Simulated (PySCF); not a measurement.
**C2H8BOSi− (SMILES C=C[BH2-]O[SiH3]) at 6 levels**

Wanted: a comparison of 6 runs (TPSS/STO-3G, B3LYP/6-31G*, BLYP/def2-SVP, PBE/6-311+G**, CCSD/def2-SVP) of C2H8BOSi−. 

The results are computed with PySCF 2.14.0.

## 1. The system as given

C2H8BOSi− has 13 atoms, charge -1, and is taken as a singlet. SMILES: `C=C[BH2-]O[SiH3]`. The shape is that of a GFN2-xTB optimisation. This is one conformer, not always the lowest.

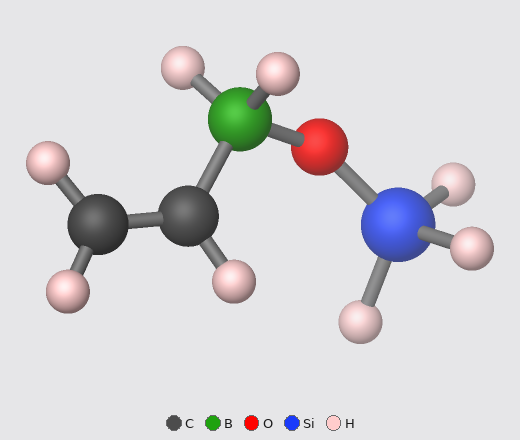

Viewed from a chosen angle; carbon dark grey, boron green, oxygen red, silicon blue, hydrogen pink.

## 2. Energy and gradient at TPSS/STO-3G (run 1)

The input, run.py:

```python
from pyscf import gto, dft

system = gto.M(
    atom=[
    ('C', (-1.661920, 1.661210, 0.871120)),
    ('C', (-0.817270, 0.683750, 0.580930)),
    ('B', (0.721670, 0.819130, 0.117580)),
    ('O', (1.131140, -0.379090, -0.691580)),
    ('Si', (0.916570, -1.899840, -0.928450)),
    ('H', (-1.369130, 2.698890, 0.781620)),
    ('H', (-2.684840, 1.505390, 1.211870)),
    ('H', (-1.191050, -0.336600, 0.689230)),
    ('H', (1.432320, 0.856810, 1.109310)),
    ('H', (0.905190, 1.794320, -0.578690)),
    ('H', (-0.416910, -2.300710, -1.452190)),
    ('H', (1.908300, -2.308890, -1.953380)),
    ('H', (1.125910, -2.794380, 0.242610)),
],
    verbose=4,
    basis='sto-3g',
    spin=0,
    max_memory=1860,
    charge=-1,
)

ks = dft.RKS(system, xc='tpss')
ks.grids.level = 5
ks.conv_tol = 1e-10
ks.kernel()
if not ks.converged:
    ks = ks.newton().run(ks.mo_coeff, ks.mo_occ)

e_tot = ks.e_tot
print('E(%s) = %.9f' % ('TPSS', e_tot))
grad = ks.nuc_grad_method().kernel()
ks.analyze()
```

Run with:

```
OMP_NUM_THREADS=1 python run.py
```

The log of the run:

```text
PySCF version 2.14.0

[... 97 lines left out ...]
Total Energy =                        -464.942572662641396
[... 7 lines left out ...]
MO #1   energy= -64.7447624975415  occ= 2
[... 5 lines left out ...]
MO #7   energy= -3.06147106848885  occ= 2
[... 5 lines left out ...]
MO #13  energy= -0.255488814325379 occ= 2
[... 5 lines left out ...]
MO #19  energy= -0.0401362221773574 occ= 2
[... 5 lines left out ...]
MO #25  energy= 0.312431436160141  occ= 0
[... 5 lines left out ...]
MO #31  energy= 0.623110616813511  occ= 0
[... 5 lines left out ...]
MO #37  energy= 0.930168015655928  occ= 0
[... 54 lines left out ...]
WARN: System has nonzero charge -1; the dipole moment is origin-dependent.
Location of origin: [0. 0. 0.]

Dipole moment(X, Y, Z, Debye): -2.22409, -1.70667,  0.19619
```

Run time: 36 s. Hardware: 1 thread of Intel Xeon at 2.70GHz, shared host; peak memory 0.43 GiB.

## 3. Energy and forces at B3LYP/6-31G(d) (spherical functions) (run 2)

The input, input.py:

```python
# C=C[BH2-]O[SiH3]
from pyscf import gto, dft

mol = gto.M(
    atom='''
C     -3.140574     3.139232     1.646178
C     -1.544416     1.292100     1.097799
B      1.363759     1.547931     0.222194
O      2.137545    -0.716376    -1.306897
Si     1.732066    -3.590177    -1.754516
H     -2.587281     5.100163     1.477048
H     -5.073612     2.844775     2.290102
H     -2.250758    -0.636082     1.302456
H      2.706693     1.619136     2.096292
H      1.710561     3.390773    -1.093566
H     -0.787846    -4.347712    -2.744241
H      3.606164    -4.363170    -3.691353
H      2.127662    -5.280613     0.458466
''',
    charge=-1,
    unit='bohr',
    verbose=4,
    max_memory=1860,
    basis='6-31g*',
)

mf = dft.RKS(mol)
mf.xc = 'b3lyp'
mf.conv_tol = 1e-10
mf.grids.level = 5
mf.kernel()
if not mf.converged:
    mf = mf.newton().run(mf.mo_coeff, mf.mo_occ)

energy = mf.e_tot
print('E = %.10f Eh' % energy)
grad = mf.nuc_grad_method().kernel()
mf.analyze()
```

Run with:

```
OMP_NUM_THREADS=1 python input.py
```

The log of the run:

```text
PySCF version 2.14.0

[... 83 lines left out ...]
converged SCF energy = -470.651155508534
[... 27 lines left out ...]
MO #6   energy= -5.11556647292462  occ= 2
[... 11 lines left out ...]
MO #18  energy= -0.199403290141638 occ= 2
[... 11 lines left out ...]
MO #30  energy= 0.29997385220145   occ= 0
[... 11 lines left out ...]
MO #42  energy= 0.653963738815692  occ= 0
[... 11 lines left out ...]
MO #54  energy= 0.958116626708208  occ= 0
[... 11 lines left out ...]
MO #66  energy= 1.37805059262063   occ= 0
[... 11 lines left out ...]
MO #78  energy= 2.11285152855455   occ= 0
[... 11 lines left out ...]
MO #90  energy= 3.11610155039967   occ= 0
[... 107 lines left out ...]
WARN: System has nonzero charge -1; the dipole moment is origin-dependent.
Location of origin: [0. 0. 0.]

Dipole moment(X, Y, Z, Debye): -2.52908, -1.57126,  0.43685
```

Run time: 56 s. Hardware: 1 thread of Intel Xeon at 2.70GHz, shared host; peak memory 0.92 GiB.

Runs 3 to 5 aren't shown in full; the table further down has their settings and results.

## 4. The energy at CCSD/def2-SVP (run 6)

The input, job.py:

```python
from pyscf import gto, cc

mol = gto.M(
    atom='''
C     -1.661920     1.661210     0.871120
C     -0.817270     0.683750     0.580930
B      0.721670     0.819130     0.117580
O      1.131140    -0.379090    -0.691580
Si     0.916570    -1.899840    -0.928450
H     -1.369130     2.698890     0.781620
H     -2.684840     1.505390     1.211870
H     -1.191050    -0.336600     0.689230
H      1.432320     0.856810     1.109310
H      0.905190     1.794320    -0.578690
H     -0.416910    -2.300710    -1.452190
H      1.908300    -2.308890    -1.953380
H      1.125910    -2.794380     0.242610
''',
    verbose=4,
    spin=0,
    basis='def2-svp',
    max_memory=1860,
    charge=-1,
)

myscf = mol.RHF()
myscf.conv_tol = 1e-10
myscf.kernel()
if not myscf.converged:
    myscf = myscf.newton().run(myscf.mo_coeff, myscf.mo_occ)

mycc = cc.CCSD(myscf, frozen=9)
mycc.kernel()
energy = mycc.e_tot
print('Final energy', energy)
myscf.analyze()
```

Run with:

```
OMP_NUM_THREADS=1 python job.py
```

The log of the run:

```text
PySCF version 2.14.0

[... 97 lines left out ...]
Final energy -469.4142758105685
[... 17 lines left out ...]
MO #9   energy= -4.08501432680482  occ= 2
[... 14 lines left out ...]
MO #24  energy= -0.164544040049488 occ= 2
[... 14 lines left out ...]
MO #39  energy= 0.62474364109418   occ= 0
[... 14 lines left out ...]
MO #54  energy= 1.04990092829875   occ= 0
[... 14 lines left out ...]
MO #69  energy= 1.64270824278311   occ= 0
[... 14 lines left out ...]
MO #84  energy= 2.13983645189306   occ= 0
[... 14 lines left out ...]
MO #99  energy= 2.65212812522948   occ= 0
[... 14 lines left out ...]
MO #114 energy= 3.93109587485392   occ= 0
[... 131 lines left out ...]
WARN: System has nonzero charge -1; the dipole moment is origin-dependent.
Location of origin: [0. 0. 0.]

Dipole moment(X, Y, Z, Debye): -2.72799, -1.86845,  0.40395
```

It took 58 s on 1 thread of Intel Xeon at 2.70GHz, shared host; peak memory 1 GiB.

## 5. All runs side by side

| run | level | Cartesian functions | task | energy (Eh) | HOMO energy (eV) | LUMO energy (eV) | HOMO–LUMO gap (eV) | wall time |
| --- | --- | --- | --- | --- | --- | --- | --- | --- |
| 1 | TPSS/STO-3G | no | gradient | -464.942573 | 3.98 | 8.50 | 4.52 | 36 s |
| 2 | B3LYP/6-31G* (spherical functions) | no | gradient | -470.651156 | -1.14 | 5.14 | 6.29 | 56 s |
| 3 | B3LYP/6-31G* (Cartesian functions) | yes | gradient | -470.656002 | -1.14 | 5.12 | 6.26 | 51 s |
| 4 | BLYP/def2-SVP | no | gradient | -470.327578 | -0.21 | 4.51 | 4.71 | 58 s |
| 5 | PBE/6-311+G** | no | gradient | -470.317433 | -0.69 | 2.88 | 3.57 | 2.1 min |
| 6 | CCSD/def2-SVP | no | energy | -469.414276 | -4.48 | 8.90 | 13.38 | 58 s |

## 6. Results

```
                                                    quantity          value
                                         run 6: total energy  -469.41428 Eh
                  run 6: HOMO energy (Hartree–Fock orbitals)       -4.48 eV
                  run 6: LUMO energy (Hartree–Fock orbitals)        8.90 eV
run 6: HOMO–LUMO gap (to an unbound level, set by the basis)       13.38 eV
          run 6: correlation energy (9 core orbitals frozen)     -725.4 mEh
                                        run 6: T1 diagnostic          0.013
```

Over runs 1, 2, 3, 4, 5 the HOMO–LUMO gap runs from 3.57 eV (PBE/6-311+G**) to 6.29 eV (B3LYP/6-31G*). The two ends differ in method and basis. The empty levels of an anion lie above zero and hang on the basis. Totals of different functionals can't be ranked against each other. In run 1 the HOMO lies above zero, so the outermost electron may be held by the basis alone. In run 1 the basis is minimal, so the values are rough. All runs together took 6.4 min, the longest 2.1 min.
